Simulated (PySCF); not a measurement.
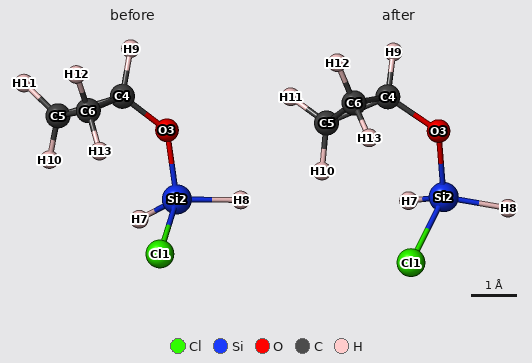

The structure of C₃H₇ClOSi before (left) and after (right) a relaxation, at one scale.

Style: ball-and-stick. Shown from a free direction.

The start comes from GFN2-xTB. Its atoms were then displaced at random by about 0.01 Å.

Theory: PySCF 2.14.0, density-fitted response routines, PBE0-D3(BJ)/def2-SVP geometry optimisation, gas phase. 

**What changed between the two?**

The atom that moves furthest after the best rigid fit is Cl1 (0.52 Å). By element the largest moves are Cl 0.52 Å, H 0.48 Å, O 0.29 Å, C 0.18 Å, Si 0.09 Å. Some distances before and after: Cl1–Si2 2.005 → 2.075 Å, O3–C4 1.328 → 1.392 Å, Si2–O3 1.614 → 1.648 Å, C4–C6 1.522 → 1.491 Å. Among the angles between lasting bonds that change: Si2–O3–C4 137.0° → 128.3°, O3–Si2–H8 100.8° → 106.3°, C6–C5–H10 118.7° → 116.7°. Groups turn about O3–C4 by about 35°. The energy falls by 0.238 eV in 17 geometry steps.
